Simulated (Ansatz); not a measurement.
## Electronic structure of ClH3O2Si2 (SMILES O[SiH+]O[SiH]Cl) (charge +1, doublet) in real space

```xyz
8

Cl    0.4102    2.1730   -0.3255
O     1.7797   -1.4100    1.8910
O     0.0111   -0.8270   -0.2132
Si    0.7067   -1.8124    0.7906
Si   -0.4386    0.5282   -1.2039
H     2.1252   -0.5248    2.1020
H     0.4179   -3.2405    0.7461
H    -1.9193    0.5572   -1.0983
```

Geometry: B3LYP/6-31G*.

Level of theory: Ansatz 0.2.0, isolated molecule in a Gaussian basis; Kohn-Sham density functional theory, functional PBE0.

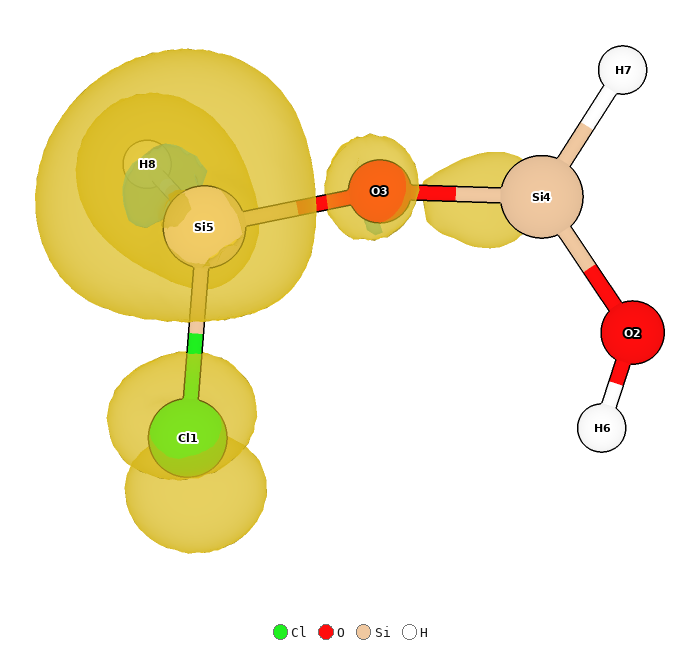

Figure 1. Isosurfaces of the spin density at +0.015 (yellow) and −0.015 e/Å³ (cyan), seen at a tilt.

Describe the spin distribution.

Answer. The unpaired spin (1 electron) lies mostly on Si5 (about 0.7), Cl1 (about 0.1) and H8 (about 0.1), in electrons by Hirshfeld's partition.

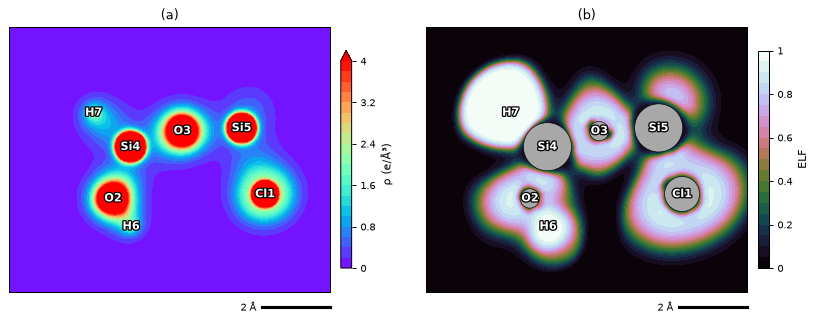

Figure 2. (a) total electron density; (b) ELF on the plane of atoms O2, Si4 and O3. Grey discs cover the atomic cores in the ELF map.

Describe what can be read from this map.

Answer.
- The section cuts through Cl, O, Si and H sites.
- Si–O (1.57 Å): the density is about 1.3 e/Å³ at the midpoint; the ELF peaks at about 0.85 between the atoms (a polar covalent bond).
- Si–Cl (2.05 Å): ρ at the midpoint is about 0.92 e/Å³; the ELF peaks at about 0.85 between the atoms: a shared but strongly polarised pair.
- O–H (0.97 Å): the density is about 3.7 e/Å³ at the midpoint; the ELF climbs to about 1 towards the hydrogen, as it does in any bond to H: an ordinary covalent bond to hydrogen.
- Si–O (1.74 Å): ρ is about 0.9 e/Å³ halfway; the ELF peaks at about 0.85 between the atoms, as expected for a polar covalent bond.
- Si–H (1.46 Å): ρ at the midpoint is about 0.91 e/Å³; the ELF climbs to about 1 towards the hydrogen.
- The ELF also peaks beside Cl1, O2 and O3, away from the bonds: non-bonding electrons, paired or unpaired.

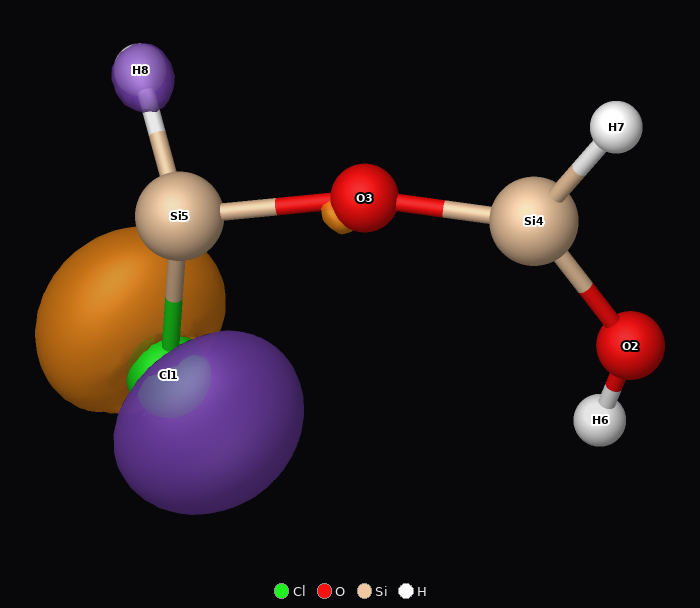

Figure 3. One frontier orbital at ±0.2 Å⁻³ᐟ² (orange and purple are the two phases), seen at a tilt.

Which orbital is it: HOMO (β) or LUMO (β)?

Answer. The HOMO (β), at −13.72 eV. By Hirshfeld shares it lies mainly on Cl1 (about 85 %); largely a lone pair of Cl1.

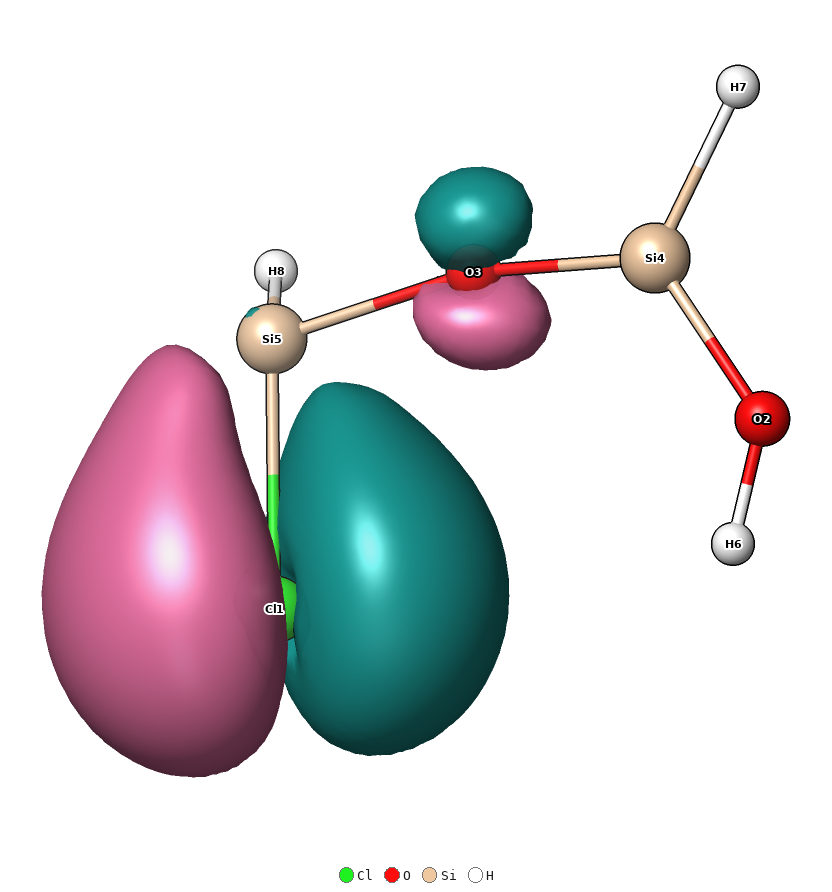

Figure 4. The HOMO−1 (β) at ±0.1 Å⁻³ᐟ² (teal and pink are the two phases), seen at a tilt.

What is the character of this orbital?

Answer. It lies mainly on Cl1 (about 85 %); largely a lone pair of Cl1. Its energy is −13.85 eV.
